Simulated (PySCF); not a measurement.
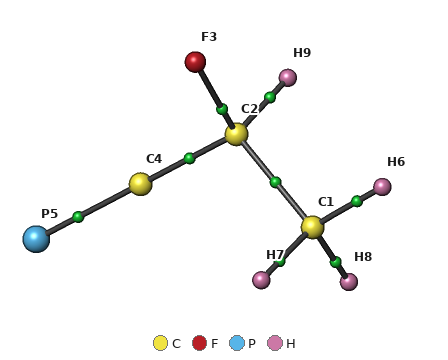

*C3H4FP, SMILES `CC(F)C#P`. Molecular graph of the electron density (QTAIM): bond paths, bond critical points (green), ring points (magenta, if any); weak paths are dashed.*

Computed with PySCF, PBE/6-311G**, geometry: GFN2-xTB. No frequency check shows the geometry to be a minimum. GFN2-xTB bond lengths at metals and heavier atoms can be off by up to 0.1 Å and shapes distorted, which carries into these values.

### How many critical points of each kind are there, and does the count close?

9 nuclei, 8 bond, 0 ring and 0 cage critical points: 9 − 8 + 0 − 0 = 1, as the Poincaré–Hopf relation requires.

### What does the calculation give at each kind of bond critical point?

```csv
bond,length (Å),ρ (a.u.),∇²ρ (a.u.),ε,H (a.u.)
C2–C4,1.448,0.279,−0.73,0.05,−0.258
C2–H9,1.102,0.277,−0.93,0.04,−0.268
C1–H7,1.088,0.276,−0.91,0.01,−0.271
C1–H6,1.087,0.275,−0.91,0.01,−0.271
C1–H8,1.087,0.275,−0.91,0.01,−0.271
C1–C2,1.526,0.242,−0.53,0.03,−0.193
C2–F3,1.393,0.238,−0.18,0.04,−0.300
C4–P5,1.551,0.205,+0.82,0.02,−0.173
```

### What kind of interaction is C1–C2?

Shared-shell (covalent): ρ = 0.242, ∇²ρ = −0.53, H = −0.193 a.u.
